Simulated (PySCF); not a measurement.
**C2H6ClSi4 (doublet): density, localisation and related maps**

| atom | x (Å) | y (Å) | z (Å) |
| --- | --- | --- | --- |
| C | 3.3013 | -1.0740 | -0.3350 |
| C | 2.3580 | -0.3275 | -0.3614 |
| Si | 0.8748 | 0.7769 | -0.4286 |
| Si | -1.0627 | -0.3616 | -1.1465 |
| Si | -2.0634 | -0.2579 | 0.9693 |
| Si | -0.1088 | 0.8399 | 1.7426 |
| Cl | -0.5246 | 2.7979 | 2.3516 |
| H | 4.1328 | -1.7190 | -0.3090 |
| H | 1.3675 | 1.9061 | -1.2400 |
| H | -0.8284 | -1.7003 | -1.6914 |
| H | -1.7897 | 0.3472 | -2.2059 |
| H | -2.2490 | -1.5532 | 1.6387 |
| H | -3.4121 | 0.3260 | 0.9978 |

Geometry: GFN2-xTB.

These are results of UKS B3LYP, pcH-1 on C Cl H Si, non-relativistic, mean-field spin-orbit, GIAO in PySCF, not measurements.

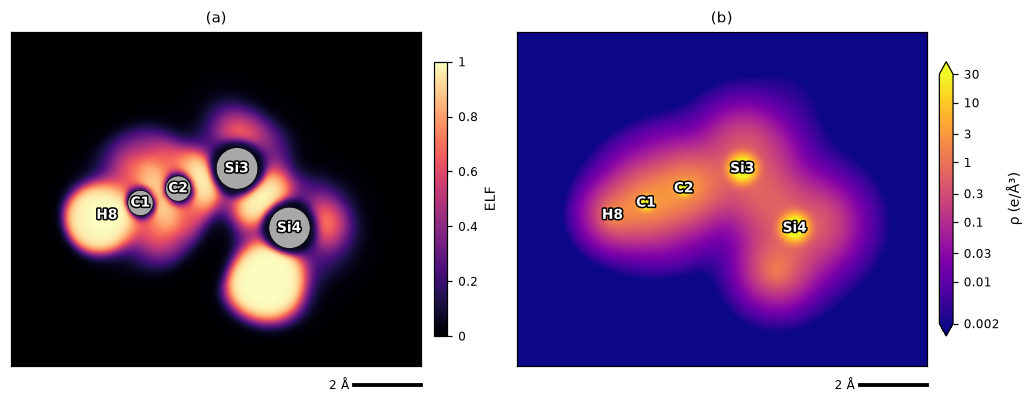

Figure 1. (a) electron localisation function; (b) total electron density on the plane of atoms C2, Si3 and Si4. Grey discs cover the atomic cores in the ELF map.

Read the bonding off the picture.

Answer. Atoms in the plane: C, Si and H. C–C (1.20 Å): ρ is about 2.8 e/Å³ halfway; the ELF peaks at about 0.85 between the atoms (a multiple bond). C–Si (1.85 Å): the density is about 0.91 e/Å³ at the midpoint; the ELF peaks at about 0.95 between the atoms (localised, covalent bonding). Si–Si (2.36 Å): ρ is about 0.62 e/Å³ halfway; the ELF peaks at about 1 between the atoms (a covalent bond). C–H (1.05 Å): the density is about 2.2 e/Å³ at the midpoint; the ELF climbs to about 1 towards the hydrogen, as it does in any bond to H; an ordinary covalent bond to hydrogen.

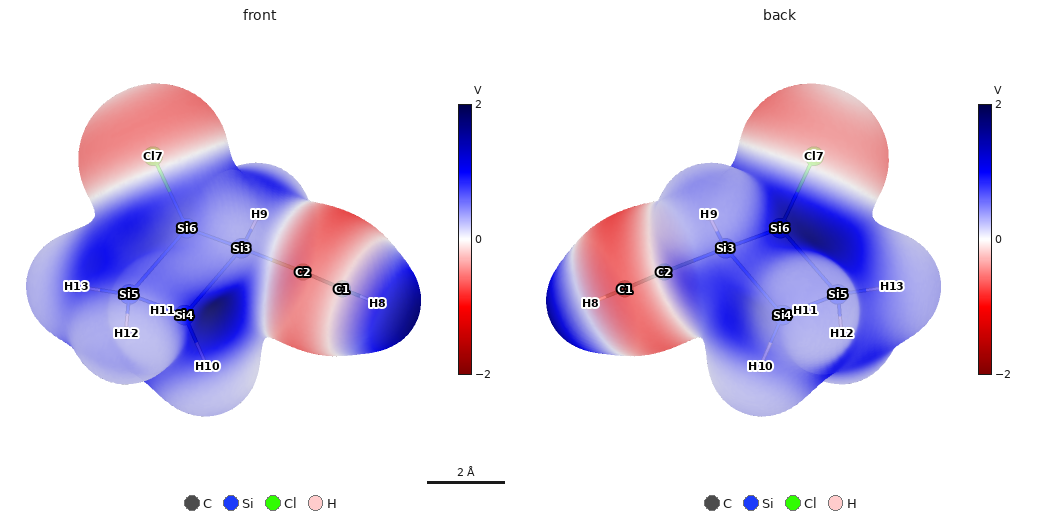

Figure 2. The electrostatic potential painted on the density surface at 0.002 e/bohr³, seen from the front and from behind; the colour scale runs from red (negative) to blue (positive).

Where is the surface potential most negative and most positive?

Answer. The most negative region (about −0.7 V) lies over C1 and C2, the most positive (about +1.8 V) over the H and Si atoms.
